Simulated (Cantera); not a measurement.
Input: 1 mol n-butane, 34 mol H₂, 1.8 mol N₂, 0.00019 mol CO₂, held at 32.0 bar.

Method: chemical equilibrium by Gibbs-energy minimisation in Cantera with the NASA 1993 tables (ideal gas, pure condensed phases). Candidate condensed phases: C, C₆H₆, C₇H₈, C₈H₁₈, H₂O; 169 gas species. Ions and electrons are included (thermal ionisation). The ideal-gas law is rough above about 30 bar. The numbers say what is thermodynamically allowed, not how fast it happens.

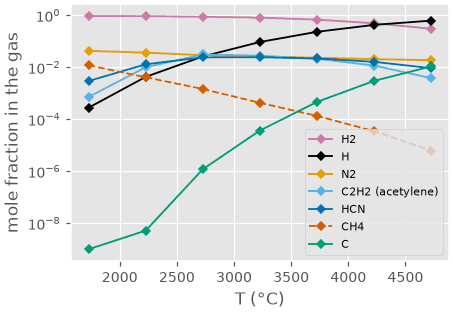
Fig. 1. Equilibrium gas composition (values under 1e-9 drawn at 1e-9)

From 1727 °C to 2227 °C the condensed part is C(graphite). From 2727 °C to 4727 °C nothing is condensed. The main C-bearing gas is CH₄ at 1727 °C and C₂H at 4727 °C.
